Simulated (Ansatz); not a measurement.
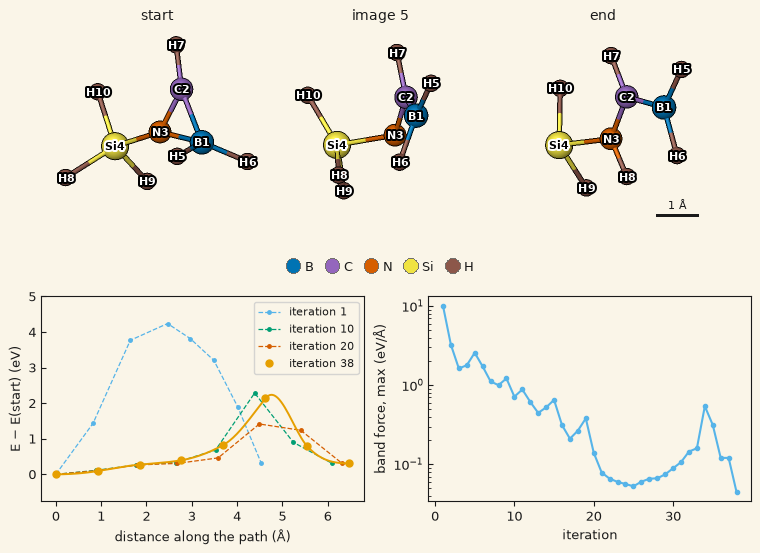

A nudged-elastic-band calculation for CH6BNSi. Images are numbered from 0 (start) to 7 (end). The plot follows the band through its iterations. A ball-and-stick model, seen from a free direction.

Level of theory: RKS PBE-D4/cc-pVDZ (Ansatz). Run with 6 movable images; no climbing image; force threshold 0.05 eV/Å; iteration limit 60; starting path through a guess of the saddle point.

Judge this run.

Answer. The run is converged, with reservations. The band converged in 38 iterations. The largest component of the band force went from 10 to 0.044 eV/Å. No image climbed, so the highest image needn't lie on the saddle point, and the true maximum along this path can be higher. The first iteration put the highest image at 4.24 eV. The energy climbs by 2.13 eV to image 5 and then falls by 1.83 eV, so the end point sits at +0.31 eV.

Cost: 4 min on 2 threads of Intel(R) Xeon(R) Platinum 8488C (Sapphire Rapids) (shared host), peak memory 0.2 GiB.
